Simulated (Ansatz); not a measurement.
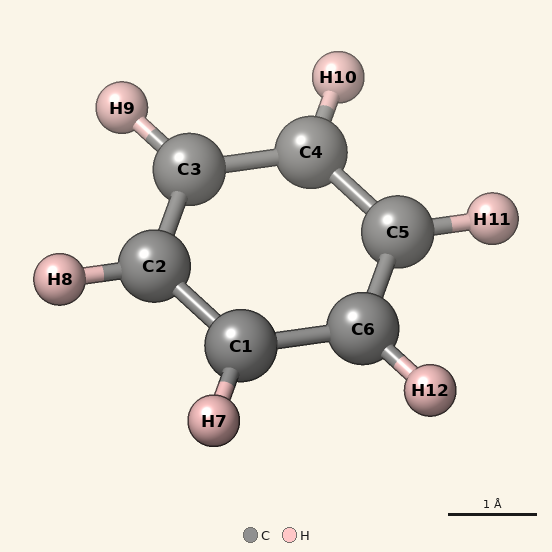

Source: calculation with Ansatz.

Orthographic view. Distant atoms are faded towards the background colour. Geometry: a fixed input geometry, not necessarily a minimum.

Write the connection table.

C1: C2, C6, H7
C2: C1, C3, H8
C3: C2, C4, H9
C4: C3, C5, H10
C5: C4, C6, H11
C6: C1, C5, H12
(terminal hydrogens appear only as neighbours)
